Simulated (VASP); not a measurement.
## Geometry relaxation, with input and output: Al$_{8}$CN$_{7}$ (part 1 of 4)

The run: geometry relaxation of Al$_{8}$CN$_{7}$ (defect cell, 16 atoms in the cell). Method and program: Kohn-Sham DFT of a periodic cell, PBE, VASP PAW PBE potentials, recommended, no spin polarisation (VASP 6.6.1).

The structure derives from an entry of the Crystallography Open Database.

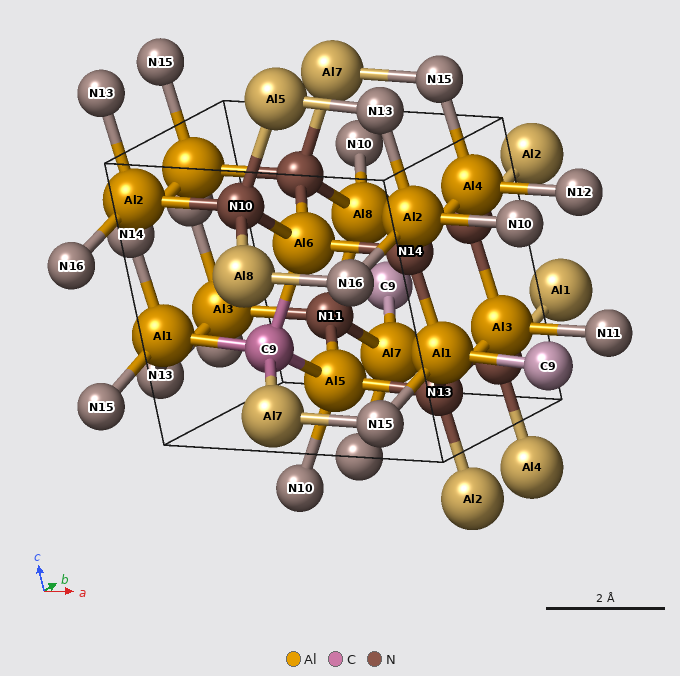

*The structure as given in the input (ball-and-stick view of the cell of the calculation, seen slightly off an axis; neighbours outside the cell are drawn fainter; atoms are numbered from 1 in the order of the input).*

Near neighbours in the crystal (not all of them lie inside the picture): Al has 1 C at 1.88 to 1.94 Å and 3 N at 1.82 to 1.99 Å; Al has 4 N at 1.90 to 1.91 Å; C has 4 Al at 1.88 to 1.94 Å; N has 4 Al at 1.82 to 1.99 Å.

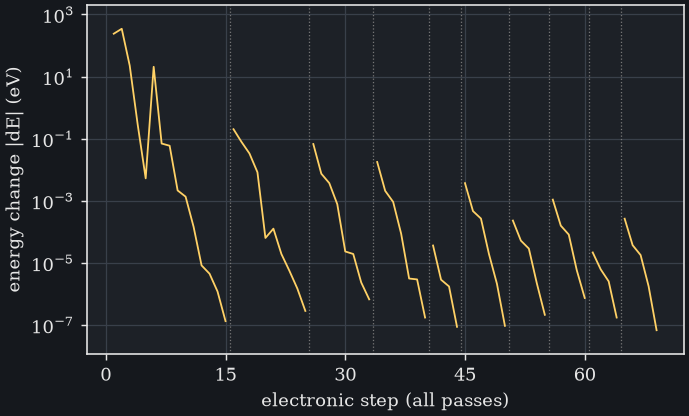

*Convergence of the self-consistent field: energy change |dE| against the electronic step. Each stretch between dotted lines is the SCF of one geometry step of a relaxation.*

The 10 ionic steps take 4 to 15 electronic steps each. The density is held fixed in the first few steps, and dE rises again when its update begins.

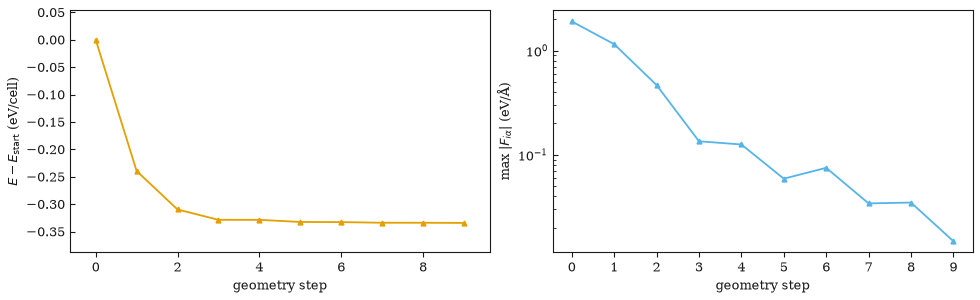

*Progress of the relaxation, step by step (steps are counted from 0).*

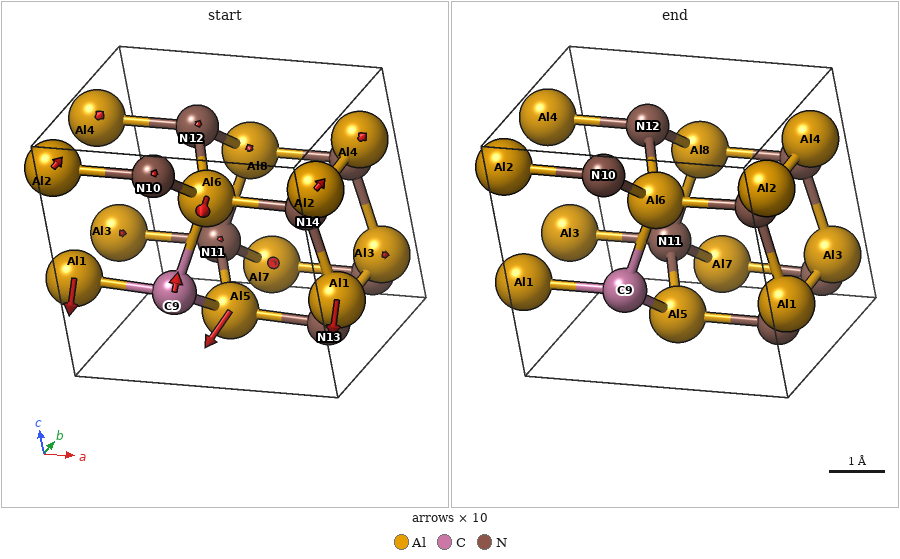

*Before (left) and after (right) the relaxation, at one scale (ball-and-stick view of the cell of the calculation, seen slightly off an axis). The red arrows give the displacements, magnified 10 times.*

The energy falls by 0.334 eV per cell of the calculation in 9 geometry steps. The largest force component goes from 1.9 to 0.015 eV/Å. The largest move is that of Al5, 0.086 Å. By element the largest moves are Al 0.086 Å, N 0.045 Å, C 0.040 Å. The lattice vectors keep their values. Distances before and after: Al1–N14 1.816 → 1.927 Å, Al5–N10 1.995 → 1.904 Å, Al6–N12 1.825 → 1.904 Å, Al6–N10 1.957 → 1.903 Å. Among the angles that change: Al5–C9–Al6 104.7° → 110.5°, C9–Al5–N10 106.3° → 111.2°, N11–Al5–N13 111.7° → 107.1°. (Atoms are counted from 1 in the order of the input.)

The input that produced these results follows, with the program's output.

INCAR
```
PREC = Normal
ENCUT = 450
EDIFF = 1E-6
ISMEAR = 0
SIGMA = 0.01
LREAL = Auto
LASPH = T
NELM = 80
ALGO = Normal
ISIF = 2
LWAVE = F
LCHARG = F
GGA = PE
IBRION = 2
NSW = 70
EDIFFG = -0.025
ICORELEVEL = 1
NELECT = 64.0
ISYM = 0
```

KPOINTS
```
regular mesh
0
Gamma
  2 2 2
```

POSCAR
```
Al8CN7
1.0
    0.0000000000      0.0000000000      5.0159260000
    6.2557320000      0.0000000000      0.0000000000
   -3.1278660000      5.4176240000      0.0000000000
Al C N
8 1 7
Direct
    0.9964110900      0.1758268800      0.3490866600
    0.9992990000      0.1666665000      0.8333335000
    0.9992990000      0.6666665000      0.3333335000
    0.9992990000      0.6666665000      0.8333335000
    0.5059653300      0.3451563000      0.1827291100
    0.4960645300      0.3472954100      0.6689722900
    0.4977589200      0.8332786400      0.1702787500
    0.4992990000      0.8333335000      0.6666665000
    0.3782008300      0.1624942700      0.3292109400
    0.3807010000      0.1666665000      0.8333335000
    0.3807010000      0.6666665000      0.3333335000
    0.3807010000      0.6666665000      0.8333335000
    0.8807010000      0.3333335000      0.1666665000
    0.8807010000      0.3333335000      0.6666665000
    0.8807010000      0.8333335000      0.1666665000
    0.8807010000      0.8333335000      0.6666665000
```

Run as:
```bash
cat potpaw_PBE.64/Al/POTCAR potpaw_PBE.64/C/POTCAR potpaw_PBE.64/N/POTCAR > POTCAR
mpirun -np 4 vasp_std > vasp.out
```

OSZICAR
```
N       E                     dE             d eps       ncg     rms          rms(c)
DAV:   1     0.239773788437E+03    0.23977E+03   -0.27552E+04   704   0.117E+03
DAV:   2    -0.106087438184E+03   -0.34586E+03   -0.33050E+03   912   0.243E+02
DAV:   3    -0.128583112574E+03   -0.22496E+02   -0.22353E+02   872   0.662E+01
DAV:   4    -0.128865917100E+03   -0.28280E+00   -0.28234E+00   824   0.826E+00
DAV:   5    -0.128871200046E+03   -0.52829E-02   -0.52806E-02   848   0.111E+00    0.247E+01
DAV:   6    -0.108187794290E+03    0.20683E+02   -0.82330E+01   816   0.338E+01    0.856E+00
DAV:   7    -0.108118003456E+03    0.69791E-01   -0.29326E+00   864   0.692E+00    0.570E+00
DAV:   8    -0.108058715145E+03    0.59288E-01   -0.23373E-01   840   0.248E+00    0.114E+00
DAV:   9    -0.108056556385E+03    0.21588E-02   -0.30980E-02   872   0.850E-01    0.436E-01
DAV:  10    -0.108057915566E+03   -0.13592E-02   -0.83040E-03   832   0.354E-01    0.158E-01
DAV:  11    -0.108058061594E+03   -0.14603E-03   -0.18565E-03   800   0.176E-01    0.316E-02
DAV:  12    -0.108058069910E+03   -0.83164E-05   -0.16655E-04   856   0.607E-02    0.155E-02
DAV:  13    -0.108058074405E+03   -0.44949E-05   -0.19133E-05   848   0.209E-02    0.930E-03
DAV:  14    -0.108058075608E+03   -0.12034E-05   -0.38079E-06   752   0.915E-03    0.269E-03
DAV:  15    -0.108058075742E+03   -0.13385E-06   -0.44140E-07   448   0.370E-03
   1 F= -.10805808E+03 E0= -.10805808E+03  d E =-.108058E+03
       N       E                     dE             d eps       ncg     rms          rms(c)
DAV:   1    -0.108260175272E+03   -0.20210E+00   -0.61759E+01   704   0.385E+01    0.171E+00
DAV:   2    -0.108339059084E+03   -0.78884E-01   -0.15183E+00   864   0.556E+00    0.121E+00
DAV:   3    -0.108305646780E+03    0.33412E-01   -0.57077E-02   832   0.135E+00    0.717E-01
DAV:   4    -0.108297332438E+03    0.83143E-02   -0.42152E-02   840   0.993E-01    0.244E-01
DAV:   5    -0.108297396107E+03   -0.63669E-04   -0.63928E-03   896   0.442E-01    0.137E-01
DAV:   6    -0.108297523044E+03   -0.12694E-03   -0.11231E-03   848   0.161E-01    0.681E-02
DAV:   7    -0.108297503673E+03    0.19370E-04   -0.14322E-04   848   0.688E-02    0.336E-02
DAV:   8    -0.108297509275E+03   -0.56016E-05   -0.49834E-05   832   0.372E-02    0.149E-02
DAV:   9    -0.108297507781E+03    0.14936E-05   -0.14337E-05   856   0.190E-02    0.440E-03
DAV:  10    -0.108297508066E+03   -0.28497E-06   -0.23345E-06   536   0.861E-03
   2 F= -.10829751E+03 E0= -.10829751E+03  d E =-.239432E+00
       N       E                     dE             d eps       ncg     rms          rms(c)
DAV:   1    -0.108364756076E+03   -0.67248E-01   -0.69275E+00   704   0.128E+01    0.507E-01
DAV:   2    -0.108372220192E+03   -0.74641E-02   -0.15461E-01   856   0.180E+00    0.388E-01
DAV:   3    -0.108368509522E+03    0.37107E-02   -0.58922E-03   840   0.460E-01    0.199E-01
DAV:   4    -0.108367730327E+03    0.77920E-03   -0.61284E-03   832   0.378E-01    0.810E-02
DAV:   5    -0.108367706956E+03    0.23370E-04   -0.96711E-04   896   0.172E-01    0.496E-02
DAV:   6    -0.108367726382E+03   -0.19425E-04   -0.17184E-04   824   0.613E-02    0.232E-02
DAV:   7    -0.108367724034E+03    0.23476E-05   -0.14841E-05   792   0.203E-02    0.114E-02
DAV:   8    -0.108367724706E+03   -0.67249E-06   -0.64009E-06   840   0.123E-02
   3 F= -.10836772E+03 E0= -.10836772E+03  d E =-.309649E+00
       N       E                     dE             d eps       ncg     rms          rms(c)
DAV:   1    -0.108385519959E+03   -0.17796E-01   -0.17389E+00   712   0.656E+00    0.275E-01
DAV:   2    -0.108387616899E+03   -0.20969E-02   -0.43443E-02   856   0.949E-01    0.202E-01
DAV:   3    -0.108386694877E+03    0.92202E-03   -0.23063E-03   832   0.270E-01    0.954E-02
DAV:   4    -0.108386607273E+03    0.87604E-04   -0.99774E-04   848   0.147E-01    0.500E-02
DAV:   5    -0.108386604126E+03    0.31477E-05   -0.12500E-04   896   0.618E-02    0.229E-02
DAV:   6    -0.108386607072E+03   -0.29464E-05   -0.37599E-05   864   0.295E-02    0.115E-02
DAV:   7    -0.108386607247E+03   -0.17442E-06   -0.39353E-06   768   0.107E-02
   4 F= -.10838661E+03 E0= -.10838661E+03  d E =-.188825E-01
       N       E                     dE             d eps       ncg     rms          rms(c)
DAV:   1    -0.108386643416E+03   -0.36344E-04   -0.31528E-03   736   0.280E-01    0.115E-02
DAV:   2    -0.108386646302E+03   -0.28857E-05   -0.73315E-05   856   0.392E-02    0.862E-03
DAV:   3    -0.108386644551E+03    0.17514E-05   -0.48430E-06   832   0.122E-02    0.373E-03
DAV:   4    -0.108386644463E+03    0.87700E-07   -0.16139E-06   544   0.603E-03
   5 F= -.10838664E+03 E0= -.10838664E+03  d E =-.189198E-01
       N       E                     dE             d eps       ncg     rms          rms(c)
DAV:   1    -0.108390349431E+03   -0.37049E-02   -0.79042E-01   704   0.448E+00    0.135E-01
DAV:   2    -0.108390815790E+03   -0.46636E-03   -0.11273E-02   848   0.464E-01    0.883E-02
DAV:   3    -0.108390547777E+03    0.26801E-03   -0.48735E-04   864   0.127E-01    0.387E-02
DAV:   4    -0.108390528367E+03    0.19411E-04   -0.26652E-04   840   0.732E-02    0.162E-02
DAV:   5    -0.108390530503E+03   -0.21367E-05   -0.29071E-05   832   0.271E-02    0.855E-03
DAV:   6    -0.108390530598E+03   -0.94406E-07   -0.18803E-06   552   0.856E-03
   6 F= -.10839053E+03 E0= -.10839053E+03  d E =-.388613E-02
       N       E                     dE             d eps       ncg     rms          rms(c)
DAV:   1    -0.108390761782E+03   -0.23128E-03   -0.85714E-02   720   0.147E+00    0.445E-02
DAV:   2    -0.108390814028E+03   -0.52246E-04   -0.12332E-03   848   0.153E-01    0.292E-02
DAV:   3    -0.108390785080E+03    0.28948E-04   -0.51428E-05   856   0.413E-02    0.129E-02
DAV:   4    -0.108390782880E+03    0.21996E-05   -0.29576E-05   848   0.244E-02    0.518E-03
DAV:   5    -0.108390783094E+03   -0.21399E-06   -0.30549E-06   520   0.918E-03
   7 F= -.10839078E+03 E0= -.10839078E+03  d E =-.413863E-02
       N       E                     dE             d eps       ncg     rms          rms(c)
DAV:   1    -0.108391875878E+03   -0.10930E-02   -0.25776E-01   712   0.254E+00    0.785E-02
DAV:   2    -0.108392034427E+03   -0.15855E-03   -0.36301E-03   880   0.262E-01    0.503E-02
DAV:   3    -0.108391952631E+03    0.81796E-04   -0.15458E-04   864   0.696E-02    0.227E-02
DAV:   4    -0.108391946769E+03    0.58620E-05   -0.80312E-05   864   0.395E-02    0.889E-03
DAV:   5    -0.108391947514E+03   -0.74487E-06   -0.79817E-06   768   0.143E-02
   8 F= -.10839195E+03 E0= -.10839195E+03  d E =-.116442E-02
       N       E                     dE             d eps       ncg     rms          rms(c)
DAV:   1    -0.108391968500E+03   -0.21731E-04   -0.88634E-03   728   0.471E-01    0.152E-02
DAV:   2    -0.108391974709E+03   -0.62084E-05   -0.12500E-04   872   0.484E-02    0.907E-03
DAV:   3    -0.108391972162E+03    0.25463E-05   -0.49187E-06   808   0.124E-02    0.422E-03
DAV:   4    -0.108391971988E+03    0.17450E-06   -0.24869E-06   520   0.722E-03
   9 F= -.10839197E+03 E0= -.10839197E+03  d E =-.118889E-02
       N       E                     dE             d eps       ncg     rms          rms(c)
DAV:   1    -0.108392237752E+03   -0.26559E-03   -0.50183E-02   712   0.112E+00    0.379E-02
DAV:   2    -0.108392274913E+03   -0.37161E-04   -0.81788E-04   864   0.127E-01    0.260E-02
DAV:   3    -0.108392257022E+03    0.17891E-04   -0.32997E-05   840   0.333E-02    0.124E-02
DAV:   4    -0.108392255245E+03    0.17772E-05   -0.21867E-05   832   0.213E-02    0.517E-03
DAV:   5    -0.108392255313E+03   -0.68218E-07   -0.27214E-06   560   0.970E-03
  10 F= -.10839226E+03 E0= -.10839226E+03  d E =-.283325E-03
```

Parts of OUTCAR
```
PREC = Normal
   ENCUT = 450
   EDIFF = 1E-6
   ISMEAR = 0
   LREAL = Auto
   LASPH = T
   NELM = 80
   ISIF = 2
   GGA = PE
   IBRION = 2
   NSW = 70
   EDIFFG = -0.025
   NELECT = 64.0
   ISYM = 0

 ion  position               nearest neighbor table
   1  0.996  0.176  0.349-  14 1.82   9 1.92  13 1.93  15 1.95   6 3.05   4 3.05   6 3.05   2 3.06
                             5 3.06   7 3.11   3 3.12   7 3.13   5 3.14   3 3.14   2 3.20   4 3.21
   2  0.999  0.167  0.833-  16 1.90  13 1.90  14 1.90  10 1.91   1 3.06   8 3.09   8 3.09   6 3.12
                             5 3.12   4 3.13   4 3.13   3 3.13   3 3.13   6 3.14   5 3.17   1 3.20
   3  0.999  0.667  0.333-  13 1.90  16 1.90  15 1.90  11 1.91   5 3.03   7 3.07   5 3.08   7 3.09
                             8 3.09   8 3.09   1 3.12   4 3.13   2 3.13   4 3.13   2 3.13   1 3.14
   4  0.999  0.667  0.833-  14 1.90  15 1.90  16 1.90  12 1.91   6 3.03   1 3.05   6 3.06   8 3.09
                             8 3.09   7 3.10   7 3.11   2 3.13   2 3.13   3 3.13   3 3.13   1 3.21
   5  0.506  0.345  0.183-  11 1.85  13 1.88   9 1.90  10 1.99   3 3.03   6 3.04   8 3.04   1 3.06
                             3 3.08   7 3.09   2 3.12   1 3.14   7 3.16   2 3.17   8 3.22   6 3.22
   6  0.496  0.347  0.669-  12 1.82  14 1.93   9 1.94  10 1.96   4 3.03   5 3.04   8 3.05   1 3.05
                             1 3.05   4 3.06   7 3.09   2 3.12   2 3.14   7 3.17   8 3.21   5 3.22
   7  0.498  0.833  0.170-  11 1.88   9 1.88  12 1.92  15 1.92   3 3.07   3 3.09   6 3.09   5 3.09
                             4 3.10   8 3.11   4 3.11   1 3.11   1 3.13   8 3.15   5 3.16   6 3.17
   8  0.499  0.833  0.667-  10 1.90  11 1.90  12 1.90  16 1.91   5 3.04   6 3.05   2 3.09   2 3.09
                             3 3.09   3 3.09   4 3.09   4 3.09   7 3.11   7 3.15   6 3.21   5 3.22
   9  0.378  0.162  0.329-   7 1.88   5 1.90   1 1.92   6 1.94
  10  0.381  0.167  0.833-   8 1.90   2 1.91   6 1.96   5 1.99
  11  0.381  0.667  0.333-   5 1.85   7 1.88   8 1.90   3 1.91
  12  0.381  0.667  0.833-   6 1.82   8 1.90   4 1.91   7 1.92
  13  0.881  0.333  0.167-   5 1.88   3 1.90   2 1.90   1 1.93
  14  0.881  0.333  0.667-   1 1.82   4 1.90   2 1.90   6 1.93
  15  0.881  0.833  0.167-   4 1.90   3 1.90   7 1.92   1 1.95
  16  0.881  0.833  0.667-   2 1.90   3 1.90   4 1.90   8 1.91

IMPORTANT INFORMATION: All symmetrisations will be switched off!
NOSYMM: (Re-)initialisation of all symmetry stuff for point group C_1.

----------------------------------------------------------------------------------------

                                     Primitive cell

  volume of cell :     169.9958

  direct lattice vectors                    reciprocal lattice vectors
     0.000000000  0.000000000  5.015926000     0.000000000  0.000000000  0.199364983
     6.255732000  0.000000000  0.000000000     0.159853395  0.092291381  0.000000000
    -3.127866000  5.417624000  0.000000000     0.000000000  0.184582762  0.000000000

  length of vectors
     5.015926000  6.255732000  6.255733012     0.199364983  0.184582792  0.184582762

  position of ions in fractional coordinates (direct lattice)
     0.996411090  0.175826880  0.349086660
     0.999299000  0.166666500  0.833333500
     0.999299000  0.666666500  0.333333500
     0.999299000  0.666666500  0.833333500
     0.505965330  0.345156300  0.182729110
     0.496064530  0.347295410  0.668972290
     0.497758920  0.833278640  0.170278750
     0.499299000  0.833333500  0.666666500
     0.378200830  0.162494270  0.329210940
     0.380701000  0.166666500  0.833333500
     0.380701000  0.666666500  0.333333500
     0.380701000  0.666666500  0.833333500
     0.880701000  0.333333500  0.166666500
     0.880701000  0.333333500  0.666666500
     0.880701000  0.833333500  0.166666500
     0.880701000  0.833333500  0.666666500

  ion indices of the primitive-cell ions
   primitive index   ion index
                 1           1
                 2           2
                 3           3
                 4           4
                 5           5
                 6           6
                 7           7
                 8           8
                 9           9
                10          10
                11          11
                12          12
                13          13
                14          14
                15          15
                16          16

----------------------------------------------------------------------------------------

 KPOINTS: regular mesh

Automatic generation of k-mesh.
 Grid dimensions read from file:
 generate k-points for:    2    2    2

 Generating k-lattice:

  Cartesian coordinates                     Fractional coordinates (reciprocal lattice)
     0.000000000  0.000000000  0.099682491     0.500000000  0.000000000  0.000000000
     0.079926698  0.046145690  0.000000000     0.000000000  0.500000000  0.000000000
     0.000000000  0.092291381  0.000000000     0.000000000  0.000000000  0.500000000
```
